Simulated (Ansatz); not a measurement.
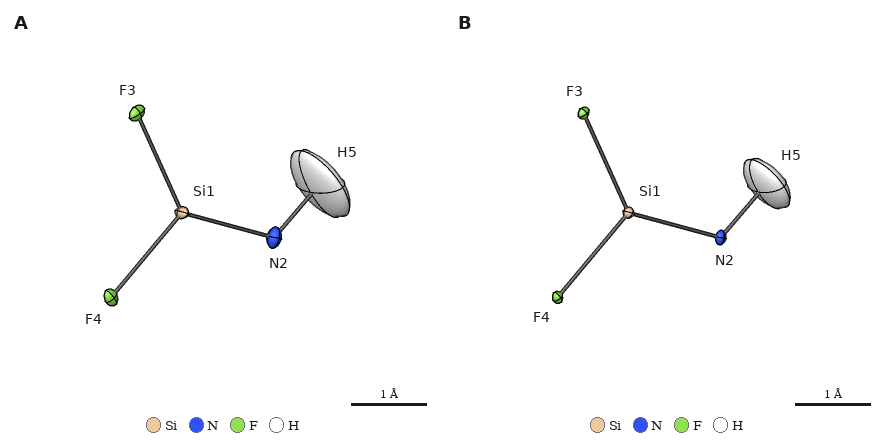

Displacement ellipsoids at the 50 % level, scaled by 1.5, from the internal vibrations of the free molecule (harmonic, no overall translation or rotation; no half-axis is drawn under 0.075 Å). Vibrations computed with RKS PBE0-D4/def2-TZVP (Ansatz 0.2.0). One panel is for 200 K, the other for 600 K.

Question: Which panel is for 600 K?

Answer: A.

Question: How much does the mean-square displacement of H5 grow, and why?

Answer: U_eq goes from 0.0221 to 0.0374 Å², a factor of 1.7. Modes below kT (417 cm⁻¹ at 600 K) grow about in proportion to T, and the lowest lies at 306 cm⁻¹; the mean-square amplitude of a mode is its zero-point value times coth(ħω/2kT), which comes close to 1 only above about 3kT.
